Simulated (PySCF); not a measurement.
# PH3 (phosphine): CCSDT(Q)/6-31G

Aim: the energy change on altering one bond length of PH3 (phosphine) at CCSDT(Q)/6-31G, from 2 runs. 

Program for the calculation: PySCF 2.14.0.

6 further runs of the same task are left out: 6 set aside as unsound or not needed.

### Step 1. The molecule

PH3 has 4 atoms, charge 0, and is taken as a singlet. As SMILES, `P`. Geometry: relaxed at PBE0-D4/def2-TZVP.

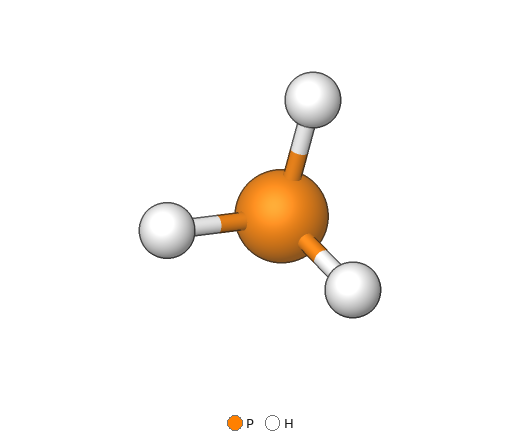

Viewed from a chosen angle; phosphorus orange, hydrogen white.

### Step 2. The energy at CCSDT(Q)/6-31G

File input.py:

```python
from pyscf import gto, cc

mol = gto.Mole()
mol.atom = 'P 0.346000 -0.326500 -0.332800; H 0.630900 -0.034000 1.027000; H -1.005500 -0.663000 -0.057200; H 0.028700 1.023500 -0.636900'
mol.charge = 0
mol.verbose = 4
mol.basis = '6-31g'
mol.max_memory = 1860
mol.spin = 0
mol.build()

myscf = mol.RHF()
myscf.conv_tol = 1e-10
myscf.kernel()
if not myscf.converged:
    myscf = myscf.newton().run(myscf.mo_coeff, myscf.mo_occ)

mycc = cc.CCSDT(myscf, frozen=5)
mycc.kernel()
e_bracket, e_q = mycc.ccsdt_q()
e_final = mycc.e_tot + e_q
print('E = %.10f Eh' % e_final)
```

On the command line:

```console
$ OMP_NUM_THREADS=1 python input.py
```

Output:

```text
PySCF version 2.14.0

[INPUT] num. atoms = 4
[INPUT] num. electrons = 18
[INPUT] charge = 0
[INPUT] spin (= nelec alpha-beta = 2S) = 0
[INPUT] symmetry False subgroup None
[INPUT] Mole.unit = angstrom
[INPUT] Symbol           X                Y                Z      unit          X                Y                Z       unit  Magmom
[INPUT]  1 P      0.346000000000  -0.326500000000  -0.332800000000 AA    0.653845239100  -0.616995579670  -0.628900854255 Bohr   0.0
[INPUT]  2 H      0.630900000000  -0.034000000000   1.027000000000 AA    1.192228211988  -0.064250688235   1.940748729928 Bohr   0.0
[INPUT]  3 H     -1.005500000000  -0.663000000000  -0.057200000000 AA   -1.900119618250  -1.252888420587  -0.108092334325 Bohr   0.0
[INPUT]  4 H      0.028700000000   1.023500000000  -0.636900000000 AA    0.054235139775   1.934134688492  -1.203566568735 Bohr   0.0

[... 42 lines left out ...]
converged SCF energy = -342.395714304115
[... 16 lines left out ...]
WARN: A large `blksize` is being used, which may cause large memory consumption
[... 3 lines left out ...]
WARN: A large `blksize_oovv` is being used, which may cause large memory consumption
[... 3 lines left out ...]
WARN: A large `blksize_oooo` is being used, which may cause large memory consumption
[... 10 lines left out ...]
Init t2, MP2 energy = -342.459418523212  E_corr(MP2) -0.063704219096
[... 11 lines left out ...]
RCCSDT converged
[... 5 lines left out ...]
E = -342.4816986640 Eh
```

Run time: 0.94 s. Hardware: 1 thread of Arm Neoverse V2, shared host; peak memory 0.12 GiB.

### Step 3. The distorted shape, same level

File run.py:

```python
from pyscf import gto, scf, cc

molecule = gto.M(
    atom='''
P        0.726755      -1.946477       0.032115
H        1.011655      -1.653977       1.391915
H       -0.624745      -2.282977       0.307715
H        0.028700       1.023500      -0.636900
''',
    verbose=4,
    basis='6-31g',
    max_memory=1860,
)

calc0 = scf.RHF(molecule)
calc0.conv_tol = 1e-10
calc0.kernel()
if not calc0.converged:
    calc0 = calc0.newton().run(calc0.mo_coeff, calc0.mo_occ)

mycc = cc.CCSDT(calc0, frozen=5)
mycc.kernel()
e_bracket, e_q = mycc.ccsdt_q()
etot = mycc.e_tot + e_q
print('Final energy', etot)
```

On the command line:

```console
$ OMP_NUM_THREADS=1 python run.py
```

Output:

```text
PySCF version 2.14.0

[INPUT] num. atoms = 4
[INPUT] num. electrons = 18
[INPUT] charge = 0
[INPUT] spin (= nelec alpha-beta = 2S) = 0
[INPUT] symmetry False subgroup None
[INPUT] Mole.unit = angstrom
[INPUT] Symbol           X                Y                Z      unit          X                Y                Z       unit  Magmom
[INPUT]  1 P      0.726755000000  -1.946477000000   0.032115000000 AA    1.373367909658  -3.678308437765   0.060688554490 Bohr   0.0
[INPUT]  2 H      1.011655000000  -1.653977000000   1.391915000000 AA    1.911750882547  -3.125563546330   2.630338138674 Bohr   0.0
[INPUT]  3 H     -0.624745000000  -2.282977000000   0.307715000000 AA   -1.180596947691  -4.314201278681   0.581497074421 Bohr   0.0
[INPUT]  4 H      0.028700000000   1.023500000000  -0.636900000000 AA    0.054235139775   1.934134688492  -1.203566568735 Bohr   0.0

[... 44 lines left out ...]
converged SCF energy = -342.20875005989
[... 16 lines left out ...]
WARN: A large `blksize` is being used, which may cause large memory consumption
[... 3 lines left out ...]
WARN: A large `blksize_oovv` is being used, which may cause large memory consumption
[... 3 lines left out ...]
WARN: A large `blksize_oooo` is being used, which may cause large memory consumption
[... 10 lines left out ...]
Init t2, MP2 energy = -342.312701911225  E_corr(MP2) -0.103951851335
[... 17 lines left out ...]
RCCSDT converged
[... 5 lines left out ...]
Final energy -342.38051217372356
```

It took 0.96 s on 1 thread of Arm Neoverse V2, shared host; peak memory 0.11 GiB.

### Step 4. Summary of results

Level: CCSDT(Q)/6-31G, 5 core orbitals frozen.

```
                                                         quantity          value
                                        first shape: total energy  -342.48170 Eh
                first shape: dipole moment (Hartree–Fock density)         1.22 D
                 first shape: HOMO energy (Hartree–Fock orbitals)      -10.53 eV
                 first shape: LUMO energy (Hartree–Fock orbitals)        4.57 eV
               first shape: HOMO–LUMO gap (Hartree–Fock orbitals)       15.10 eV
         first shape: correlation energy (5 core orbitals frozen)      -86.0 mEh
                                       first shape: T1 diagnostic          0.006
                                    distorted shape: total energy  -342.38051 Eh
            distorted shape: dipole moment (Hartree–Fock density)         2.25 D
             distorted shape: HOMO energy (Hartree–Fock orbitals)       -8.26 eV
             distorted shape: LUMO energy (Hartree–Fock orbitals)       -1.56 eV
           distorted shape: HOMO–LUMO gap (Hartree–Fock orbitals)        6.70 eV
     distorted shape: correlation energy (5 core orbitals frozen)     -171.8 mEh
                                   distorted shape: T1 diagnostic          0.045
energy change with the P1–H4 bond stretched from 1.420 to 3.123 Å       2.753 eV
```

**Reading.** With the P1–H4 bond stretched from 1.420 to 3.123 Å the energy rises by 2.75 eV (63 kcal/mol). The first shape isn't relaxed at this level, so the change isn't measured from a minimum. Mulliken charges (first shape) of the mean-field density run from -0.05 on H2 to +0.16 on P1; they depend strongly on the basis. The T1 diagnostic (distorted shape) of 0.045 is above the customary mark for such species, so a single reference may not serve. Mulliken charges (distorted shape) of the mean-field density run from -0.08 on H4 to +0.24 on P1; they depend strongly on the basis.
